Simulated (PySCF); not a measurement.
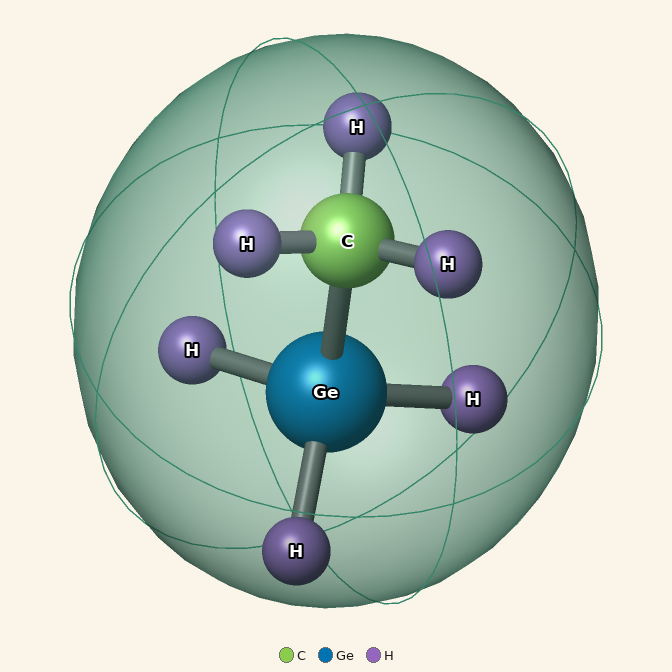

The ellipsoid shows the static dipole polarisability: its half-axes are proportional to the principal values. The computed structure is the end point of a PBE0-D3(BJ)/def2-TZVP optimisation. No frequency run is at hand to confirm it as a minimum. Computed with PBE0/aug-cc-pVTZ (PySCF 2.14.0).

How large and how anisotropic is the polarisability?

Answer. Principal values 44.7, 44.7, 53.3 bohr³; mean 47.5 bohr³ (7.05 Å³); anisotropy 8.6 bohr³, so the longest axis is 1.19 times the shortest.
